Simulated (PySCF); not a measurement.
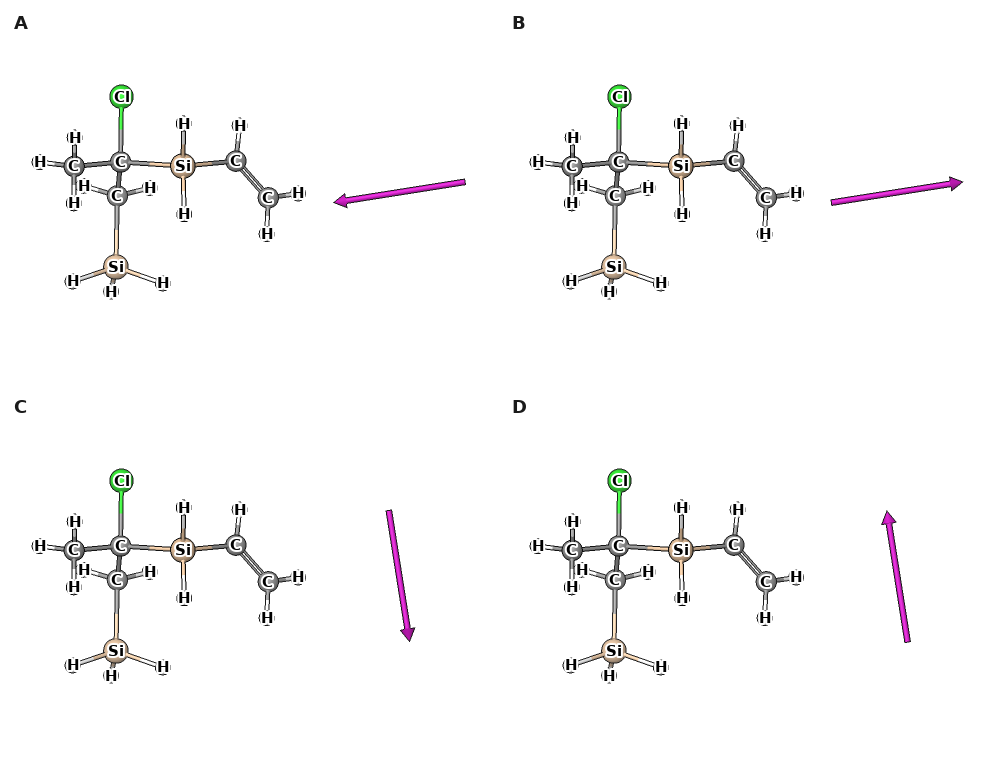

The same molecule four times, each with an arrow. The computed structure is the end point of a GFN2-xTB optimisation. No frequency run is at hand to confirm it as a minimum. Properties computed with PBE0/pcSseg-1, gas phase (PySCF 2.14.0).

Which arrow points along the dipole moment, from the negative to the positive end?

Answer. C. The dipole moment is 1.64 D.

The geometry is semi-empirical. Around Si such bond lengths and angles can be off by a tenth of an ångström or more and by several degrees, and values that hang on the shape move with them.
